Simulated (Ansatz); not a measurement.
# Lattice dynamics of AlBiSe3 (model cell, started as cubic perovskite with Al in the octahedra)

Wanted: phonon frequencies of AlBiSe3 (model cell, started as cubic perovskite with Al in the octahedra) and what follows from them.

Program: Ansatz 0.2.0. Level of theory: DFT PBEsol, scalar-relativistic, plane waves, PAW. Results are calculated unless marked as measured.

The structure was built from a prototype and need not be the compound's stable phase.

### Step 1. Set-up

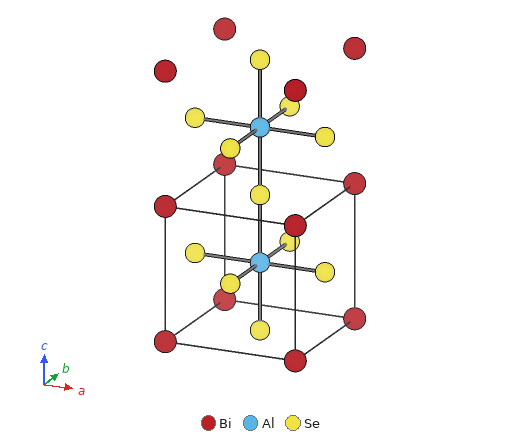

Start, viewed from a free direction; bismuth red, aluminium blue, selenium yellow. 1×1×2 cells are drawn. Some periodic images of atoms are drawn too.

### Step 2. Relaxation

The cell and atoms are relaxed, since residual forces and stress would shift the frequencies.

input.yaml

```yaml
crystal:
  lattice:
    - [4.9294, 0.0, 0.0]
    - [0.0, 4.9294, 0.0]
    - [0.0, 0.0, 4.9294]
  atoms:
    - { symbol: Bi, position: [0.0, 0.0, 0.0] }
    - { symbol: Al, position: [0.5, 0.5, 0.5] }
    - { symbol: Se, position: [0.5, 0.5, 0.0] }
    - { symbol: Se, position: [0.5, 0.0, 0.5] }
    - { symbol: Se, position: [0.0, 0.5, 0.5] }
kpoints:
  mp_grid: { grid: [6, 6, 6] }
hamiltonian:
  xc: pbesol
scf:
  occupations: { method: gaussian, width: 0.1 }
output:
  forces: true
  stress: true
  eigenvalues: true
  write_density: true
  write_potential: true
  elf: true
  volumetric_format: npy
relax:
  adjacent_minimum: "off"
  f_tol: 0.005
  max_steps: 80
  cell: { stress_tol: 0.05 }
```

The run is started by

```sh
$ ansatz run input.yaml --threads 8 --pin off --max-ram 14336MiB --backend cpu --events-out ev --progress --plain --runs-dir out
```

Numbers of over 12 decimals in the logs are rounded to 6 here.

Log:

```text
Engine: ansatz 0.2.0, x86_64-unknown-linux-gnu
Pseudopotentials: kind: paw
Pseudopotential: Bi, paw, valence charge 15, recommended cutoff 420 eV (normal), Bi.paw.azcp
Pseudopotential: Al, paw, valence charge 3, recommended cutoff 420 eV (normal), Al.paw.azcp
Pseudopotential: Se, paw, valence charge 16, recommended cutoff 420 eV (normal), Se.paw.azcp
Functional definition: PBEsol
  exchange = pbesol_x
  correlation = pbesol_c
Crystal: 5 atoms, lattice volume = 119.779 Å³
Basis set: ecut = 420 eV, 2325 PW (Γ), exchange–correlation on 72×72×72 points (8 copies of the dense FFT grid, shifted against one another)
Bands: 40, of which v1, the nominal top of the filled ones, is band 33 counted from 1 (32 counted from 0)
Symmetry: 48 space group operations
Space group: Pm-3m (ITA 221), of the structure as read, at distance tolerance 4.9e-5 Å
k-points: 20 of 216
Non-local potential: Bi, projectors of the file, l = 0: 2, l = 1: 2, l = 2: 2, l = 3: 2
Non-local potential: Al, projectors of the file, l = 0: 2, l = 1: 2, l = 2: 1
Non-local potential: Se, projectors of the file, l = 0: 2, l = 1: 2, l = 2: 3, l = 3: 1
PAW form: soft (Blöchl's): semilocal exchange-correlation on the pseudo side does not see the compensation charge
PAW frozen core: Bi, regenerated for the run's functional, and the local potential with it (the file was generated under x = pbe(κ = 0.804, μ = 0.219515), c = pbe(β = 0.066725))
PAW frozen core: Al, regenerated for the run's functional, and the local potential with it (the file was generated under x = pbe(κ = 0.804, μ = 0.219515), c = pbe(β = 0.066725))
PAW frozen core: Se, regenerated for the run's functional, and the local potential with it (the file was generated under x = pbe(κ = 0.804, μ = 0.219515), c = pbe(β = 0.066725))
PAW one-centre angular grid: Bi, 590 points (default); XC on 64 Gauss nodes
PAW one-centre angular grid: Al, 110 points (default); XC on 64 Gauss nodes
PAW one-centre angular grid: Se, 590 points (default); XC on 64 Gauss nodes
Initial density: superposition of atomic densities (neutral atoms: chi_scale 0, normalization atom), corrected by the library's trained network
Initial wavefunctions: pseudopotential atomic-orbital guess
Functional: x = pbesol(κ = 0.804, μ = 0.123457), c = pbesol(β = 0.046)
SCF iter   1: F=—  HF=-29039.891767 eV  |F-HF|=—  |Δ(HF+E_count)|=         —  Δρ=4.86e-3  dr2=7.21e-2  ethr=1.77e-3  ⟨swp⟩=7.6  Hψ=3315  notcnv=0
preconditioner: auto → Kerker (q_TF=auto, 2.470 Å⁻¹)  [metal: Δε(μ)=0.011 eV  Ē_g=9.212 eV  σ=0.100 eV  W_gap=0.06  n_scr=26 (ndim 8)  ℏωp=17.3 eV  f_vac=0.000  D(μ)=5.74/eV (n_scr^D=56)]
SCF iter   2: F=—  HF=-29039.878691 eV  |F-HF|=—  |Δ(HF+E_count)|=   1.31e-2  Δρ=2.26e-3  dr2=1.27e-2  ethr=1.09e-4  ⟨swp⟩=1.0  Hψ=960  notcnv=0
SCF iter   3: F=—  HF=-29039.875972 eV  |F-HF|=—  |Δ(HF+E_count)|=   2.72e-3  Δρ=9.83e-4  dr2=2.91e-3  ethr=1.93e-5  ⟨swp⟩=1.9  Hψ=1081  notcnv=0
SCF iter   4: F=—  HF=-29039.875263 eV  |F-HF|=—  |Δ(HF+E_count)|=   7.10e-4  Δρ=3.12e-4  dr2=2.69e-4  ethr=4.41e-6  ⟨swp⟩=2.0  Hψ=1006  notcnv=0
SCF iter   5: F=—  HF=-29039.875189 eV  |F-HF|=—  |Δ(HF+E_count)|=   7.38e-5  Δρ=1.23e-4  dr2=2.40e-5  ethr=4.08e-7  ⟨swp⟩=2.0  Hψ=1418  notcnv=0
SCF iter   6: F=—  HF=-29039.875301 eV  |F-HF|=—  |Δ(HF+E_count)|=   1.12e-4  Δρ=5.18e-5  dr2=4.34e-6  ethr=3.63e-8  ⟨swp⟩=2.0  Hψ=1433  notcnv=0  defer=1
SCF iter   7: F=—  HF=-29039.875302 eV  |F-HF|=—  |Δ(HF+E_count)|=   3.38e-7  Δρ=1.31e-5  dr2=2.49e-7  ethr=6.57e-9  ⟨swp⟩=2.0  Hψ=918  notcnv=0  defer=2
SCF iter   8: F=-29039.875302 eV  HF=-29039.875302 eV  |F-HF|=1.50e-8  |Δ(HF+E_count)|=   3.80e-8  Δρ=3.70e-6  dr2=2.45e-8  ethr=1.52e-10  ⟨swp⟩=13.7  Hψ=6040  notcnv=0
SCF 1 converged in 8 iterations: F = -29039.875302 eV  dr2 = 2.45e-8
  greatest PAW one-centre occupation: 1.000 electrons in one spin orbital (limit 2), on the Se atom at site 3 (counted from 0), in its partial waves of l = 2
relax step   1: F+E_penalty+E_count = -29039.87530155 eV  Δ(F+E_penalty+E_count) = +0.000e0 eV  max|allowed force component| = 1.643e-30 eV/Å  Δτ_max = 0.0000 Å  P = -2.940 GPa  Ω = 119.779 Å³  (8 SCF iters, dr2 threshold 1.00e-7 eV, accepted)
Crystal: 5 atoms, lattice volume = 114.251 Å³
Basis set: ecut = 420 eV, 2205 PW (Γ), exchange–correlation on 72×72×72 points (8 copies of the dense FFT grid, shifted against one another)
Initial density: handed on by an earlier stage of this run
Initial wavefunctions: those handed on with the density
iter 1 solved again at ethr=8.34e-6 eV; its pass at ethr=3.10e-3 eV (dr2=5.51e-3 eV) is discarded
SCF iter   1: F=—  HF=-29039.930661 eV  |F-HF|=—  |Δ(HF+E_count)|=         —  Δρ=1.76e-3  dr2=5.51e-3  ethr=8.34e-6  ⟨swp⟩=2.0  Hψ=3778  notcnv=0
preconditioner: auto → Kerker (q_TF=auto, 2.490 Å⁻¹)  [metal: Δε(μ)=0.019 eV  Ē_g=9.466 eV  σ=0.100 eV  W_gap=0.11  n_scr=26 (ndim 8)  ℏωp=17.7 eV  f_vac=0.000  D(μ)=4.97/eV (n_scr^D=32)]
SCF iter   2: F=—  HF=-29039.929187 eV  |F-HF|=—  |Δ(HF+E_count)|=   1.47e-3  Δρ=1.14e-3  dr2=2.72e-3  ethr=8.34e-6  ⟨swp⟩=1.0  Hψ=800  notcnv=0
SCF iter   3: F=—  HF=-29039.928170 eV  |F-HF|=—  |Δ(HF+E_count)|=   1.02e-3  Δρ=2.23e-4  dr2=1.71e-4  ethr=4.13e-6  ⟨swp⟩=2.0  Hψ=1033  notcnv=0
SCF iter   4: F=—  HF=-29039.928278 eV  |F-HF|=—  |Δ(HF+E_count)|=   1.08e-4  Δρ=1.07e-4  dr2=2.51e-5  ethr=2.59e-7  ⟨swp⟩=2.0  Hψ=1302  notcnv=0
SCF iter   5: F=—  HF=-29039.928269 eV  |F-HF|=—  |Δ(HF+E_count)|=   9.48e-6  Δρ=5.31e-5  dr2=6.32e-6  ethr=3.80e-8  ⟨swp⟩=2.0  Hψ=1457  notcnv=0
SCF iter   6: F=-29039.928268 eV  HF=-29039.928268 eV  |F-HF|=9.53e-8  |Δ(HF+E_count)|=   1.24e-6  Δρ=1.73e-5  dr2=3.53e-7  ethr=7.58e-10  ⟨swp⟩=8.5  Hψ=6087  notcnv=0
SCF 2 converged in 6 iterations: F = -29039.928268 eV  dr2 = 3.53e-7
  greatest PAW one-centre occupation: 1.000 electrons in one spin orbital (limit 2), on the Se atom at site 2 (counted from 0), in its partial waves of l = 2
relax step   2: F+E_penalty+E_count = -29039.92826784 eV  Δ(F+E_penalty+E_count) = -5.297e-2 eV  max|allowed force component| = 3.106e-31 eV/Å  Δτ_max = 0.0000 Å  P = +0.047 GPa  Ω = 114.251 Å³  energy of the carried Pulay correction = +7.834e-4 eV  (6 SCF iters, dr2 threshold 5.00e-7 eV, accepted)
Initial wavefunctions: pseudopotential atomic-orbital guess (no wavefunctions were taken with the density)
iter 1 solved again at ethr=1.59e-7 eV; its pass at ethr=3.10e-3 eV (dr2=1.05e-4 eV) is discarded
SCF iter   1: F=—  HF=-29039.927387 eV  |F-HF|=—  |Δ(HF+E_count)|=         —  Δρ=4.36e-5  dr2=6.64e-7  ethr=1.59e-7  ⟨swp⟩=3.0  Hψ=5106  notcnv=0
preconditioner: auto → Kerker (q_TF=auto, 2.490 Å⁻¹)  [metal: Δε(μ)=0.026 eV  Ē_g=9.467 eV  σ=0.100 eV  W_gap=0.15  n_scr=26 (ndim 8)  ℏωp=17.7 eV  f_vac=0.000  D(μ)=4.91/eV (n_scr^D=32)]
SCF iter   2: F=—  HF=-29039.927507 eV  |F-HF|=—  |Δ(HF+E_count)|=   1.20e-4  Δρ=2.51e-5  dr2=3.10e-7  ethr=1.01e-9  ⟨swp⟩=2.1  Hψ=1459  notcnv=0
SCF iter   3: F=—  HF=-29039.927507 eV  |F-HF|=—  |Δ(HF+E_count)|=   1.34e-7  Δρ=8.24e-6  dr2=6.56e-8  ethr=4.70e-10  ⟨swp⟩=2.0  Hψ=1015  notcnv=0
SCF iter   4: F=—  HF=-29039.927507 eV  |F-HF|=—  |Δ(HF+E_count)|=   1.46e-8  Δρ=2.95e-6  dr2=1.44e-8  ethr=9.94e-11  ⟨swp⟩=2.9  Hψ=1471  notcnv=0
SCF iter   5: F=—  HF=-29039.927507 eV  |F-HF|=—  |Δ(HF+E_count)|=   4.21e-9  Δρ=9.36e-7  dr2=1.39e-9  ethr=2.19e-11  ⟨swp⟩=1.8  Hψ=854  notcnv=0
SCF iter   6: F=—  HF=-29039.927507 eV  |F-HF|=—  |Δ(HF+E_count)|=  1.96e-10  Δρ=2.21e-7  dr2=1.09e-10  ethr=2.11e-12  ⟨swp⟩=2.3  Hψ=1161  notcnv=0
SCF iter   7: F=-29039.927507 eV  HF=-29039.927507 eV  |F-HF|=7.28e-12  |Δ(HF+E_count)|=  3.64e-11  Δρ=5.82e-8  dr2=7.13e-12  ethr=1.00e-12  ⟨swp⟩=6.3  Hψ=3631  notcnv=0
SCF 3 converged in 7 iterations: F = -29039.927507 eV  dr2 = 7.13e-12
  greatest PAW one-centre occupation: 1.000 electrons in one spin orbital (limit 2), on the Se atom at site 4 (counted from 0), in its partial waves of l = 2
relax step   3: F+E_penalty+E_count = -29039.92750734 eV  Δ(F+E_penalty+E_count) = +7.605e-4 eV  max|allowed force component| = 4.273e-31 eV/Å  Δτ_max = 0.0000 Å  P = +0.046 GPa  Ω = 114.251 Å³  stress off target by 4.57e-2 GPa  SCF on the basis re-selected at this cell (its energy is not comparable with the rows above)  (7 SCF iters)
basis re-selected at this cell: Δ(F+E_penalty+E_count) = +7.605e-4 eV, ΔP = -0.002 GPa vs the last step (what re-selecting the basis moved, of the pressure what is left beyond the Pulay correction that the steps carried, after the strain that the cell walked since its last selection, with what the two solves' SCF thresholds leave and, on support functions, any second-order correction that the steps lacked; it is no m [...]
SCF converged after 7 iterations
Free energy (F): -29039.927507 eV
Harris-Foulkes:  -29039.927507 eV  (|F-HF|=7.28e-12)
Internal energy: -29039.902961 eV  (E = F + TS)
E sigma→0 (E₀):  -29039.915234 eV
Entropy (-TS):   -0.024547 eV (-4.909 meV/atom)
Fermi energy:    9.649913 eV
--- Per-component energies (eV) ---
  E_band       = -1174.169832
  E_kinetic    = 683.025406
  E_local      = -8482.353891  (includes V_loc(G=0)·N_el)
  E_nonlocal   = -1205.254300
  E_hartree    = 3968.220135
  E_xc         = -500.833677
  E_vxc        = -469.035484  (∫ρ·V_xc dr)
  E_paw        = -16567.175944  (= ΣΔE_a)
  E_vpaw       = 363.010509  (= ΣTr[D̂ρ^β])
  E_aug_tail   = -0.002221  (compensation charges beyond the density's cutoff)
  E_ewald      = -6938.662712
  E_core_change = 3.134243  (= ΣΔE_core)
  E_smearing   = -0.024547  (= −TS)
  E_closure    = -0.000000  (closes the sum)
  Σ components = -29039.927507   (vs F -29039.927507, Δ=0.00e0)
--- Forces (eV/Å), atoms counted from 1 ---
  atom   1  Bi    -0.00000000    -0.00000000    -0.00000000
  atom   2  Al    -0.00000000     0.00000000     0.00000000
  atom   3  Se     0.00000000     0.00000000     0.00000000
  atom   4  Se     0.00000000    -0.00000000     0.00000000
  atom   5  Se    -0.00000000    -0.00000000    -0.00000000
  max |Σ_I F_I| component: 2.33e-31 eV/Å
--- Stress (GPa, compression-positive) ---
        0.045682       0.000000       0.000000
        0.000000       0.045682       0.000000
        0.000000       0.000000       0.045682
  P = ⅓ Tr σ = 0.0457 GPa (0.457 kbar)
--- Band table (eV; the first three rows and the last of 20) ---
  k-point 0: bands = [... 29 lower, 8.0214, 8.4454, 8.4454, 8.4454, 9.2115, 12.3389, 12.3389, 12.3389, ... 3 higher]
  k-point 1: bands = [... 29 lower, 7.7188, 8.2362, 8.4124, 8.4124, 10.2537, 11.4759, 11.9924, 11.9924, ... 3 higher]
  k-point 2: bands = [... 29 lower, 7.2049, 7.8803, 8.6416, 8.6416, 9.9617, 11.3430, 11.3430, 11.8778, ... 3 higher]
  k-point 19: bands = [... 29 lower, 8.3510, 10.1583, 10.1583, 10.1583, 12.2690, 12.2690, 12.2690, 13.3933, ... 3 higher]
--- Relaxed structure (2 steps of the walk, 2 accepted, 1 SCFs on fresh bases) ---
  F+E_penalty+E_count = -29039.92750734 eV   max|allowed force component| = 4.273e-31 eV/Å   (the final SCF, on the basis selected at the relaxed cell)
  cell:  # Å, volume = 114.2514 Å³
    - [4.852369, 0, 0]
    - [0, 4.852369, 0.0]
    - [0, 0.0, 4.852369]
  atoms:
    - { symbol: Bi, position: [0, 0, 0] }
    - { symbol: Al, position: [0.5, 0.5, 0.5] }
    - { symbol: Se, position: [0.5, 0.5, 0] }
    - { symbol: Se, position: [0.5, 0, 0.5] }
    - { symbol: Se, position: [0, 0.5, 0.5] }
```

It took 3.7 s on 8 threads of Intel Xeon 6975P-C (Granite Rapids), shared host; peak memory 0.67 GiB.

Step by step:

| step | energy less that of the first step (eV) | largest force component (eV/Å) | pressure (GPa) | volume (Å³) |
| --- | --- | --- | --- | --- |
| 1 | 0.0000 | 0.0000 | -2.94 | 119.78 |
| 2 | -0.0530 | 0.0000 | 0.05 | 114.25 |
| 3* | -0.0522 | 0.0000 | 0.05 | 114.25 |

Relaxation steps marked * repeat the geometry before them on a plane-wave basis chosen anew for their cell, so energy and pressure can jump there.

The run keeps the 48 symmetry operations that it works with, so distortions that break them were not tested.

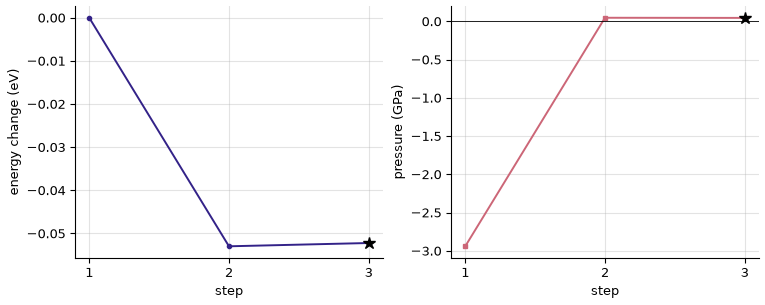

Energy and pressure along the relaxation. Stars mark steps on a basis chosen anew.

| conventional cell, symmetrised | before | after | change |
| --- | --- | --- | --- |
| a (Å) | 4.929 | 4.852 | -1.6 % |
| b (Å) | 4.929 | 4.852 | -1.6 % |
| c (Å) | 4.929 | 4.852 | -1.6 % |
| volume (Å³/atom) | 23.96 | 22.85 | -4.6 % |

Final coordinates:

```xyz
5
Lattice="4.8524 0.0000 0.0000 0.0000 4.8524 0.0000 0.0000 0.0000 4.8524" Properties=species:S:1:pos:R:3 pbc="T T T"
Bi    0.0000    0.0000    0.0000
Al    2.4262    2.4262    2.4262
Se    2.4262    2.4262    0.0000
Se    2.4262    0.0000    2.4262
Se    0.0000    2.4262    2.4262
```

Numbers from this step:

* pressure: 0.04568 GPa
* volume per atom: 22.85 Å³
* gap on the k-mesh: 0 eV

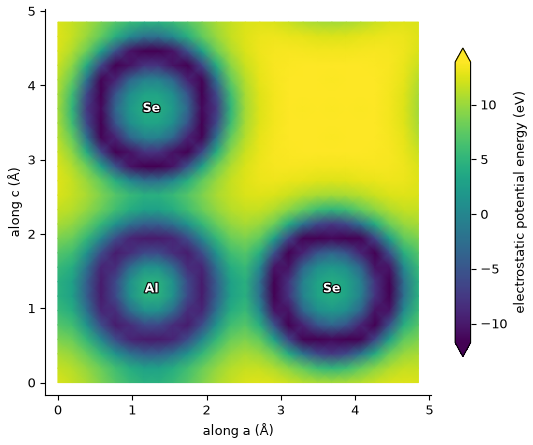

Electrostatic potential energy in the ac plane at fractional y = 0.500, with atoms of Al and Se within 0.2 Å of it. With pseudopotentials it is smooth inside the atoms' cores, unlike the true potential. The map starts off the cell's origin, so that atoms lie inside it.

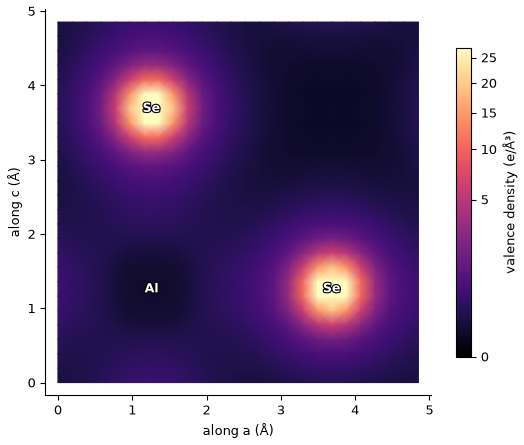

Valence density in the ac plane at fractional y = 0.500, with atoms of Al and Se within 0.2 Å of it. It is the smooth field of the valence electrons, not physical close to the nuclei. The map starts off the cell's origin, so that atoms lie inside it. The colour scale is stretched toward low values.

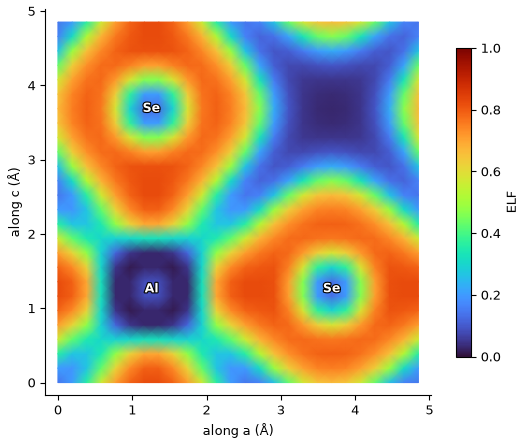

ELF in the ac plane at fractional y = 0.500, with atoms of Al and Se within 0.2 Å of it. It is the smooth field of the valence electrons, not physical close to the nuclei. The map starts off the cell's origin, so that atoms lie inside it.

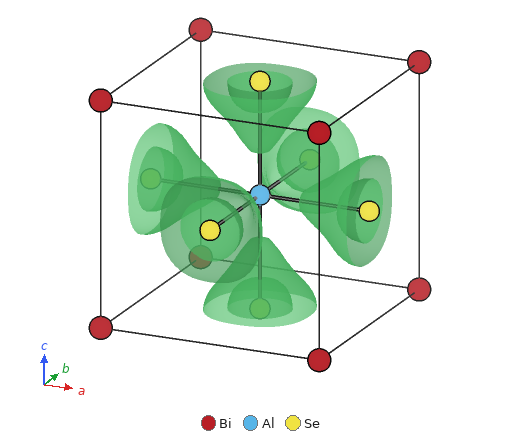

Surface of ELF = 0.74.

In this step the volume went from 23.96 to 22.85 Å³/atom.

### Step 3. Tight relaxation

Phonons need a cell at rest on their own settings, so the relaxation is repeated with tight tolerances on forces and stress, using the mesh and the filling of the phonon run that follows.

input.yaml, the sections that differ from step 2:

```yaml
crystal:
  lattice:
    - [4.8523694691, 0.0, 0.0]
    - [0.0, 4.8523694691, 0.0]
    - [0.0, 0.0, 4.8523694691]
  atoms:
    - { symbol: Bi, position: [0.0, 0.0, 0.0] }
    - { symbol: Al, position: [0.5, 0.5, 0.5] }
    - { symbol: Se, position: [0.5, 0.5, 0.0] }
    - { symbol: Se, position: [0.5, 0.0, 0.5] }
    - { symbol: Se, position: [0.0, 0.5, 0.5] }
scf:
  occupations: { method: methfessel_paxton, width: 0.15 }
relax:
  adjacent_minimum: "off"
  f_tol: 0.001
  max_steps: 60
  cell: { stress_tol: 0.01 }
# kpoints, hamiltonian, output: as in step 2
```

Log:

```text
[...]
Crystal: 5 atoms, lattice volume = 114.251 Å³
Basis set: ecut = 420 eV, 2205 PW (Γ), exchange–correlation on 72×72×72 points (8 copies of the dense FFT grid, shifted against one another)
Bands: 40, of which v1, the nominal top of the filled ones, is band 33 counted from 1 (32 counted from 0)
Symmetry: 48 space group operations
[...]
k-points: 20 of 216
[...]
--- Relaxed structure (2 steps of the walk, 2 accepted, 1 SCFs on fresh bases) ---
[...]
cell:  # Å, volume = 114.2958 Å³
    - [4.852998, 0, 0]
    - [0, 4.852998, 0]
    - [0.0, 0, 4.852998]
  atoms:
    - { symbol: Bi, position: [0, 0, 0] }
    - { symbol: Al, position: [0.5, 0.5, 0.5] }
    - { symbol: Se, position: [0.5, 0.5, 0] }
    - { symbol: Se, position: [0.5, 0, 0.5] }
    - { symbol: Se, position: [0, 0.5, 0.5] }
[key lines of the parts left out:]
SCF converged after 9 iterations
Free energy (F): -29039.917709 eV
Fermi energy:    9.644740 eV
P = ⅓ Tr σ = 0.0002 GPa (0.002 kbar)
```

Run time: 3.7 s. Hardware: 8 threads; peak memory 0.67 GiB.

Little changed from the start: no atom moved by 0.005 Å and no cell edge by 0.1 %.

This step gave:

```
pressure        : 2.35e-4 GPa
volume per atom : 22.86 Å³
```

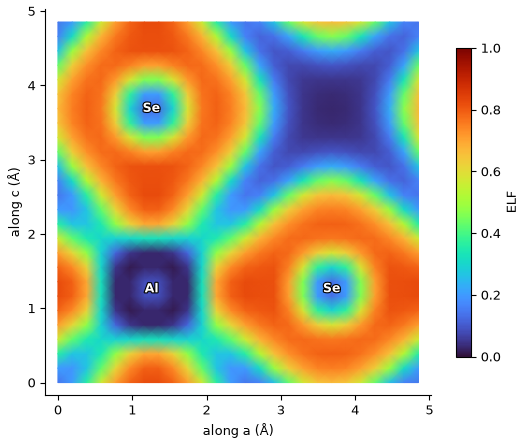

ELF in the ac plane at fractional y = 0.500, with atoms of Al and Se within 0.2 Å of it. It is the smooth field of the valence electrons, not physical close to the nuclei. The map starts off the cell's origin, so that atoms lie inside it.

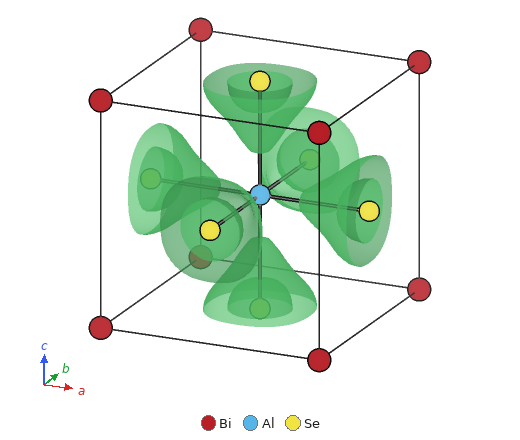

Surface of ELF = 0.74.

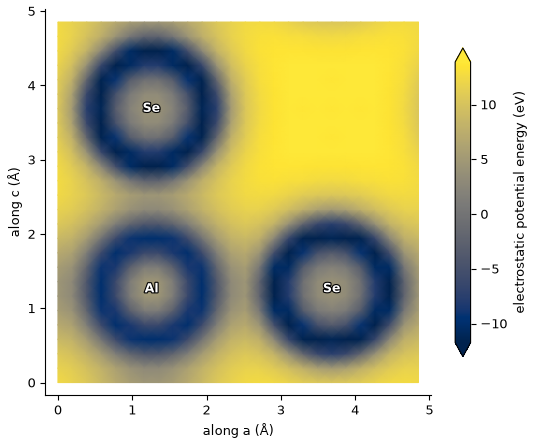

Electrostatic potential energy in the ac plane at fractional y = 0.500, with atoms of Al and Se within 0.2 Å of it. With pseudopotentials it is smooth inside the atoms' cores, unlike the true potential. The map starts off the cell's origin, so that atoms lie inside it.

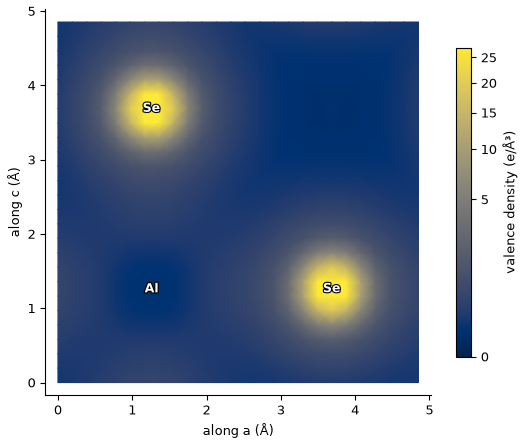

Valence density in the ac plane at fractional y = 0.500, with atoms of Al and Se within 0.2 Å of it. It is the smooth field of the valence electrons, not physical close to the nuclei. The map starts off the cell's origin, so that atoms lie inside it. The colour scale is stretched toward low values.

The forces vanish by symmetry and the pressure is 0.000 GPa, within the tolerances set. The cell now holds 22.86 Å³/atom.

(Part 1 of 2 ends here.)

[Logs are printed without paths, hosts, clocks, repeated set-up lines and the standing remarks that a program may print on its own settings, such as how far it seeks lower states.]

[Hosts, paths, dates, database ids (printed as entryN), source tags and the programs' standing remarks are cut or masked in the printed files.]
